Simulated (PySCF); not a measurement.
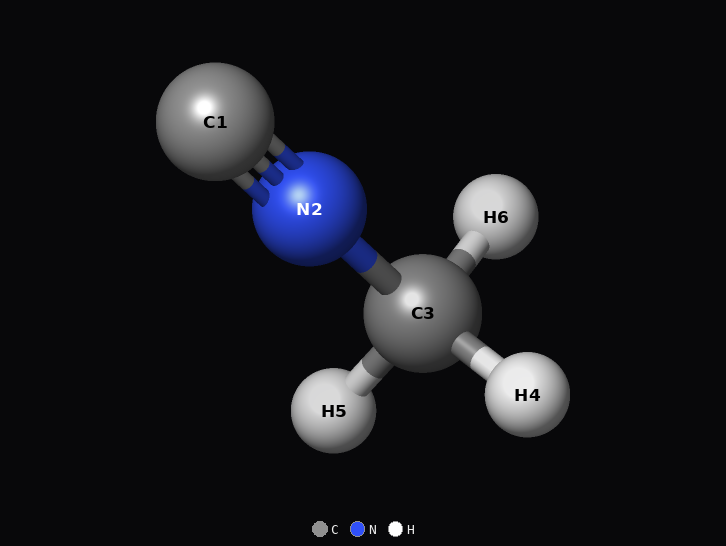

The geometry was computed by an optimisation with GFN2-xTB. No frequency run is at hand to confirm it as a minimum. Level of theory: B3LYP/pcJ-1 indirect spin-spin coupling, non-relativistic, gas phase (PySCF 2.14.0). Isotopes: 13C, 1H, 15N.

Give the spin–spin coupling constants of these pairs, with the number of bonds between them: C1/N2, N2/C3, C3/H6, C3/H5, C3/H4, N2/H5, N2/H6, N2/H4, H4/H5, H5/H6, C1/H5, C1/H6, C1/H4.

```csv
pair,bonds apart,J (Hz)
"C1, N2",1,−12.2
"N2, C3",1,−16.0
"C3, H6",1,146.8
"C3, H5",1,146.8
"C3, H4",1,146.8
"N2, H5",2,2.7
"N2, H6",2,2.7
"N2, H4",2,2.7
"H4, H5",2,−15.3
"H5, H6",2,−15.3
"C1, H5",3,2.7
"C1, H6",3,2.7
"C1, H4",3,2.7
```
